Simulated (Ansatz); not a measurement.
# Ni wire along [100], 37 atoms a period: bands along the axis, part 2 of 2

Wanted: the relaxed geometry and the bands of the Ni wire along [100], 37 atoms a period.

Ansatz 0.2.0; DFT PBE, plane waves, PAW; relaxation of a wire's period; PAW set soft_1 (the session's first sound run).

So far. Step 2 (Relaxing the period): The cell's length comes to 3.403 Å with an absolute moment of 29.36 μB a cell.

**3. The wire at its relaxed period**

This step: DFT PBE, plane waves, PAW; bands of a perfect wire; PAW set soft_1 (Ansatz 0.2.0).

At the relaxed period the bands are computed along the axis; those that cross an energy going forward count the channels that a perfect wire would open there.

input.yaml reads:

```yaml
crystal:
  lattice:
    - [17.36, 0.0, 0.0]
    - [0.0, 17.36, 0.0]
    - [0.0, 0.0, 3.4032260861]
  atoms:
    - { symbol: Ni, position: [0.19882278, 0.401047612, 0.0], spin: 0.8 }
    - { symbol: Ni, position: [0.19882278, 0.598952388, 0.0], spin: 0.8 }
    - { symbol: Ni, position: [0.297719853, 0.297719853, 0.0], spin: 0.81 }
    - { symbol: Ni, position: [0.297138749, 0.5, 0.0], spin: 0.69 }
    - { symbol: Ni, position: [0.297719853, 0.702280147, 0.0], spin: 0.81 }
    - { symbol: Ni, position: [0.401047612, 0.19882278, 0.0], spin: 0.8 }
    - { symbol: Ni, position: [0.397766365, 0.397766365, 0.0], spin: 0.68 }
    - { symbol: Ni, position: [0.397766365, 0.602233635, 0.0], spin: 0.68 }
    - { symbol: Ni, position: [0.401047612, 0.80117722, 0.0], spin: 0.8 }
    - { symbol: Ni, position: [0.5, 0.297138749, 0.0], spin: 0.69 }
    - { symbol: Ni, position: [0.5, 0.5, 0.0], spin: 0.66 }
    - { symbol: Ni, position: [0.5, 0.702861251, 0.0], spin: 0.69 }
    - { symbol: Ni, position: [0.598952388, 0.19882278, 0.0], spin: 0.8 }
    - { symbol: Ni, position: [0.602233635, 0.397766365, 0.0], spin: 0.68 }
    - { symbol: Ni, position: [0.602233635, 0.602233635, 0.0], spin: 0.68 }
    - { symbol: Ni, position: [0.598952388, 0.80117722, 0.0], spin: 0.8 }
    - { symbol: Ni, position: [0.702280147, 0.297719853, 0.0], spin: 0.81 }
    - { symbol: Ni, position: [0.702861251, 0.5, 0.0], spin: 0.69 }
    - { symbol: Ni, position: [0.702280147, 0.702280147, 0.0], spin: 0.81 }
    - { symbol: Ni, position: [0.80117722, 0.401047612, 0.0], spin: 0.8 }
    - { symbol: Ni, position: [0.80117722, 0.598952388, 0.0], spin: 0.8 }
    - { symbol: Ni, position: [0.198627709, 0.5, 0.5], spin: 0.75 }
    - { symbol: Ni, position: [0.294608944, 0.39517988, 0.5], spin: 0.72 }
    - { symbol: Ni, position: [0.294608944, 0.60482012, 0.5], spin: 0.72 }
    - { symbol: Ni, position: [0.39517988, 0.294608944, 0.5], spin: 0.72 }
    - { symbol: Ni, position: [0.398167546, 0.5, 0.5], spin: 0.68 }
    - { symbol: Ni, position: [0.39517988, 0.705391056, 0.5], spin: 0.72 }
    - { symbol: Ni, position: [0.5, 0.198627709, 0.5], spin: 0.75 }
    - { symbol: Ni, position: [0.5, 0.398167546, 0.5], spin: 0.68 }
    - { symbol: Ni, position: [0.5, 0.601832454, 0.5], spin: 0.68 }
    - { symbol: Ni, position: [0.5, 0.801372291, 0.5], spin: 0.75 }
    - { symbol: Ni, position: [0.60482012, 0.294608944, 0.5], spin: 0.72 }
    - { symbol: Ni, position: [0.601832454, 0.5, 0.5], spin: 0.68 }
    - { symbol: Ni, position: [0.60482012, 0.705391056, 0.5], spin: 0.72 }
    - { symbol: Ni, position: [0.705391056, 0.39517988, 0.5], spin: 0.72 }
    - { symbol: Ni, position: [0.705391056, 0.60482012, 0.5], spin: 0.72 }
    - { symbol: Ni, position: [0.801372291, 0.5, 0.5], spin: 0.75 }
magnetization:
  spin_polarized: true
kpoints:
  mp_grid: { grid: [1, 1, 24] }
  band_path: { path: ["Γ", Z], npoints: 90 }
scf:
  occupations: { method: fermi_dirac, width: 0.05 }
hamiltonian:
  xc: pbe
  pseudopotentials: { kind: paw, azcp: { folder: soft_1 } }
output:
  dos: { e_range: [-5, 4] }
  write_potential: true
  write_density: true
  volumetric_format: npy
```

On the command line:

```bash
$ ansatz run input.yaml --threads 16 --pin off --max-ram 61440MiB --backend cuda --events-out ev --progress --plain --runs-dir out --max-vram 78GiB
```

Numbers of over 12 decimals in the logs are rounded to 6 here.

What it wrote:

```text
[...]
Crystal: 37 atoms, lattice volume = 1025.629 Å³
Basis set: ecut = 420 eV, 20071 PW (Γ)
Bands: 416, of which v1, the nominal top of the filled ones, is band 333 counted from 1 (332 counted from 0)
Symmetry: 16 space group operations
[...]
k-points: 13 of 24
[...]
Starting moments: Σ|m| = 27.26 μB on 37 of 37 sites
[...]
SCF iter   1: F=—  HF=-216019.072733 eV  |F-HF|=—  |Δ(HF+E_count)|=         —  Δρ=3.66e-2 (↑2.50e-2 ↓3.66e-2)  dr2=6.86e1  dr2_m=6.57e0  M=31.701 μB ∫|m|=33.014 μB  β_m=0.30  ethr=3.10e-3  ⟨swp⟩=7.8  Hψ=48773  notcnv=0  defer=838
[...]
SCF iter   6: F=—  HF=-216049.797928 eV  |F-HF|=—  |Δ(HF+E_count)|=   6.47e-1  Δρ=5.73e-3 (↑2.25e-3 ↓5.73e-3)  dr2=3.27e-1  dr2_m=6.26e-2  M=26.323 μB ∫|m|=29.578 μB  β_m=0.89  ethr=4.79e-5  ⟨swp⟩=2.0  Hψ=18322  notcnv=0  defer=1458
[...]
SCF iter  15: F=—  HF=-216049.851939 eV  |F-HF|=—  |Δ(HF+E_count)|=   7.40e-8  Δρ=2.69e-6 (↑1.71e-6 ↓2.69e-6)  dr2=1.30e-7  dr2_m=1.24e-8  M=26.078 μB ∫|m|=29.349 μB  β_m=0.72  ethr=9.33e-11  ⟨swp⟩=2.0  Hψ=17052  notcnv=0  defer=1477
[...]
SCF iter  17: F=-216049.851939 eV  HF=-216049.851939 eV  |F-HF|=2.09e-8  |Δ(HF+E_count)|=   2.01e-9  Δρ=9.58e-7 (↑3.61e-7 ↓9.58e-7)  dr2=2.05e-8  dr2_m=1.14e-9  M=26.078 μB ∫|m|=29.349 μB  ethr=3.63e-12  ⟨swp⟩=13.0  Hψ=51693  notcnv=0
SCF 1 converged in 17 iterations: F = -216049.851939 eV  dr2 = 2.05e-8
[...]
SCF converged after 17 iterations
[...]
```

It took 1.7 min on 1 × NVIDIA GB200 with 16 threads of Arm Neoverse V2, shared host; peak memory 5 GiB; 22 min of CPU time.

The column dr2 measures how far the density is from self-consistency, as an energy; F and HF (Harris–Foulkes) agree once it is small.

This step gave:

| Quantity | Value |
| --- | --- |
| energy at zero smearing | -216049.5544 eV |
| total moment | 26.08 μB |
| absolute moment | 29.39 μB |
| band gap on the path through both edges | 0 eV |

Site moment by element, in μB:

```
element  atoms   mean  spread (r.m.s.)  least  largest
     Ni     37  0.738            0.052  0.664    0.812
```

The atoms farthest from the mean of their element:

```
atom         x, y, z (Å)  site moment (μB)
Ni17   12.19, 5.17, 0.00             0.812
 Ni5   5.17, 12.19, 0.00             0.812
 Ni3    5.17, 5.17, 0.00             0.812
Ni19  12.19, 12.19, 0.00             0.812
Ni11    8.68, 8.68, 0.00             0.664
Ni21  13.91, 10.40, 0.00             0.804
 Ni1    3.45, 6.96, 0.00             0.804
Ni13   10.40, 3.45, 0.00             0.804
```

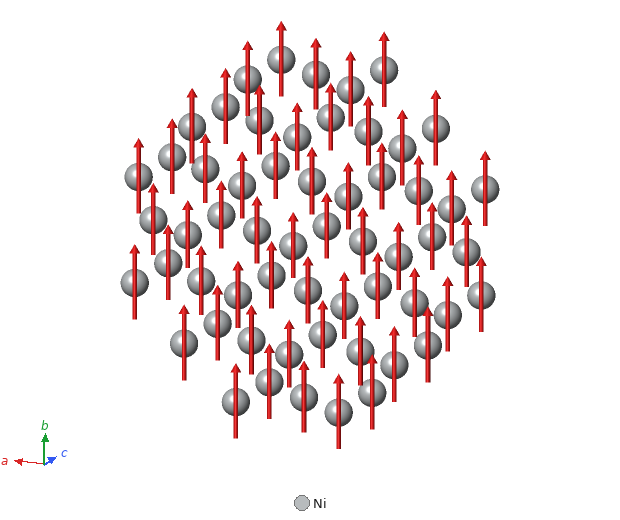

Site moment as arrows, the longest 0.812 μB. Up and down stand for the sign. Arrows give size and sign along the axis of quantisation, drawn up and down the page. Some periodic images of atoms are drawn too.

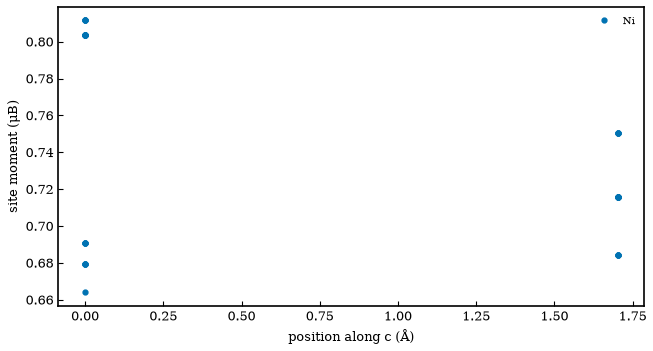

Site moment along the cell.

Between Γ and Z the bands cross the Fermi level 27 times, so a perfect wire would conduct at least 13.5 G₀, with an absolute moment of 29.39 μB a cell.

**4. What came out**

- cell length, PBE: 3.403 Å
- absolute moment, PBE: 29.4 μB
- ballistic conductance by band crossings, a lower bound, PBE: 13.5 G₀

In words: Under PBE the cell's length is 3.40 Å, the absolute moment is 29.39 μB a cell, and the bands cross the Fermi level 27 times between Γ and Z, which gives a perfect wire at least 13.5 G₀ (opposite crossings within one step of the path cancel in such a count). In the perfect wire the moments were started parallel, and no opposed start was run. No search over magnetic orders was made; another may lie lower.

[Logs are printed without paths, hosts, clocks, repeated set-up lines and the standing remarks that a program may print on its own settings, such as how far it seeks lower states.]

[Hosts, paths, dates, database ids (printed as entryN), source tags and the programs' standing remarks are cut or masked in the printed files.]
